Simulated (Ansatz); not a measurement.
## TiB2: pressure series

Take TiB2 (space group P6/mmm, No. 191) as the base.

```xyz
3
Lattice="3.0320 0.0000 0.0000 -1.5160 2.6258 0.0000 0.0000 0.0000 3.2243" Properties=species:S:1:pos:R:3 pbc="T T T"
Ti     0.0000     0.0000     0.0000
B      0.0000     1.7505     1.6122
B      1.5160     0.8753     1.6122
```

Cell and atoms are relaxed at each pressure.

The values are results of plane-wave PAW DFT at the PBE level (Ansatz, a first-principles code, 420 eV), no spin-orbit coupling, not measurements.

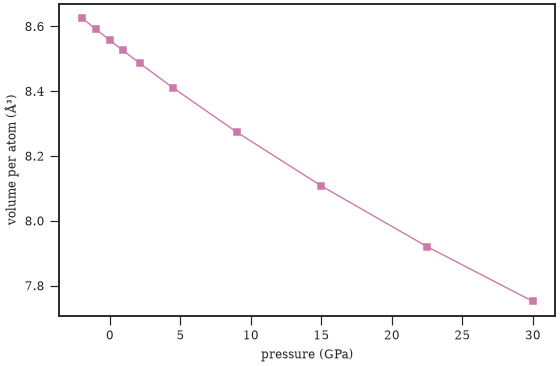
Figure. Volume per atom against pressure

```tsv
pressure (GPa)	volume per atom
-2	8.63 Å³
-1	8.59 Å³
0.9	8.53 Å³
2.1	8.49 Å³
4.5	8.41 Å³
9	8.27 Å³
15	8.11 Å³
22.5	7.92 Å³
30	7.75 Å³
```

Load acts through the strain it causes; cell and atoms are relaxed under it. Whether these cells are dynamically stable was not tested. Competing high-pressure phases were not computed. All final runs are without spin polarisation.
